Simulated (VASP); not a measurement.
Band structure of CuI (space group Pc). Method: r2SCAN meta-GGA, VASP's PBE PAW potentials (set 64) (plane waves; VASP).

Unless said otherwise, spin-orbit coupling is left out, though it shifts the bands of the heavy elements here.

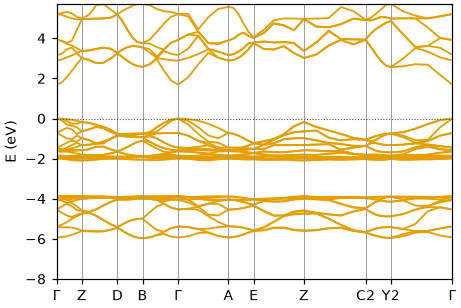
Figure: Bands along high-symmetry lines, zero at the valence-band maximum or, without a gap, the Fermi level

Task: Read the plot: is there a gap, and where are the band edges?

Result: The gap is direct, 1.69 eV, from the valence maximum at Γ to the conduction minimum at Γ.

The structure comes from a computed database's CuI entry (Pc); how it stands against other phases isn't given here. It was relaxed first.
